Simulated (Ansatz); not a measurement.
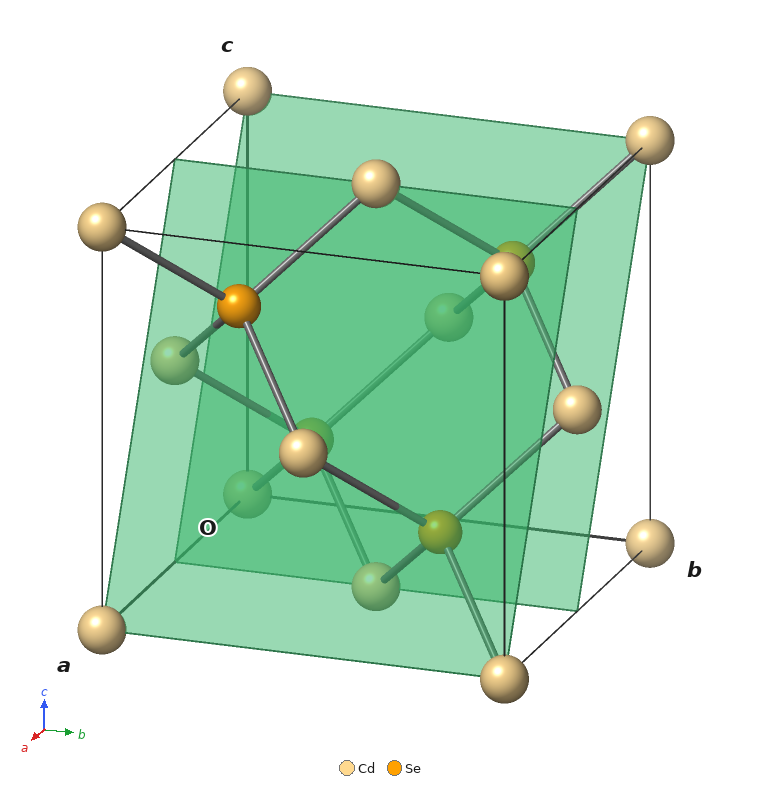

Every member of one family of equally spaced planes, hx + ky + lz = a whole number, that cuts the unit cell is shaded (one member passes through the origin O, touching the cell only at an edge or corner). Crystal: CdSe, the input geometry of an electronic-structure calculation (not necessarily at equilibrium). Symmetry computed with spglib at a tolerance of 0.002 Å; standard conventional cell.

a = 6.141 Å, b = 6.141 Å, c = 6.141 Å, α = 90.00°, β = 90.00°, γ = 90.00°.

**What are the Miller indices?**

(2 0 1); the opposite sign names the same planes. The member next to the origin meets the axes a at 1/2, b never, c at 1.

**What is the spacing?**

d = 2.746 Å.

**Which atoms of the cell lie in these planes (within 0.03 Å)?**

2 of the 4 Cd.
